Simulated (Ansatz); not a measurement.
Input file:

```
crystal:
  periodic: [false, false, false]
  atoms:
    - { symbol: W, position_ang: [0.0, 0.0, 0.0] }
    - { symbol: F, position_ang: [0.0, 0.0, 1.85] }
    - { symbol: O, position_ang: [1.94, 0.0, 0.0] }
    - { symbol: H, position_ang: [2.2771, -0.9519, -0.0197] }
    - { symbol: O, position_ang: [0.0, 1.94, 0.0] }
    - { symbol: H, position_ang: [-0.6343, 2.2771, -0.71] }
    - { symbol: O, position_ang: [-1.94, 0.0, 0.0] }
    - { symbol: H, position_ang: [-2.2771, -0.1263, 0.9437] }
    - { symbol: Cl, position_ang: [0.0, -2.39, 0.0] }
    - { symbol: Cl, position_ang: [0.0, 0.0, -2.39] }
basis:
  gaussian: { orbitals: def2-SVP }
hamiltonian:
  xc: pbe
relax:
  f_tol: 0.02
  max_steps: 40
output:
  orbitals: {}
```

Launched as:

```sh
ansatz run input.yaml --threads 4 --pin off --max-ram 5120MiB --backend cpu --events-out ev --progress --plain --runs-dir out
```

The fields are those of the run's last geometry, not of the input's.

Core potentials replace the inner electrons of W.

All numbers below come from RKS PBE/def2-SVP (Ansatz).

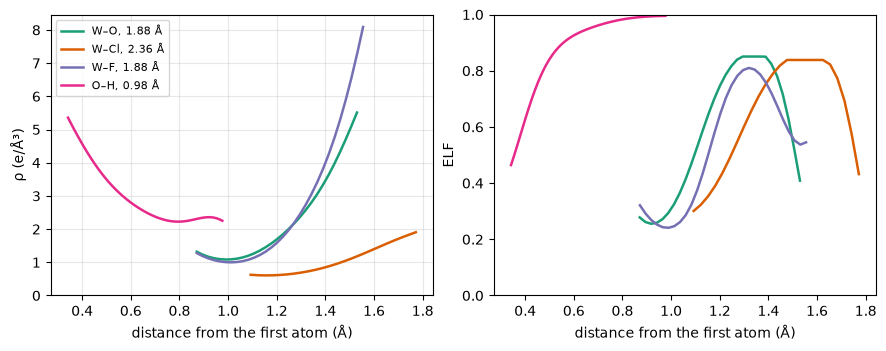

Cl$_{2}$FH$_{3}$O$_{3}$W. Electron density and electron localisation function along straight lines between neighbouring atoms. The curves leave out the atomic cores.

> Compare the contacts.

W–O (1.88 Å): ρ is about 1.1 e/Å³ halfway; the ELF peaks at about 0.85 in the valence shell of O, 0.6 Å from its nucleus, and drops to about 0.25 between the two atoms.
W–Cl (2.36 Å): ρ at the midpoint is about 0.61 e/Å³; the ELF peaks at about 0.85 in the valence shell of Cl, 0.9 Å from its nucleus, and is about 0.40 at the midpoint.
W–F (1.88 Å): ρ is about 1.1 e/Å³ halfway; the ELF peaks at about 0.80 in the valence shell of F, 0.6 Å from its nucleus, and drops to about 0.25 between the two atoms.
O–H (0.98 Å): ρ at the midpoint is about 3.6 e/Å³; the ELF climbs to about 1 towards the hydrogen, as it does in any bond to H (an ordinary covalent bond to hydrogen).
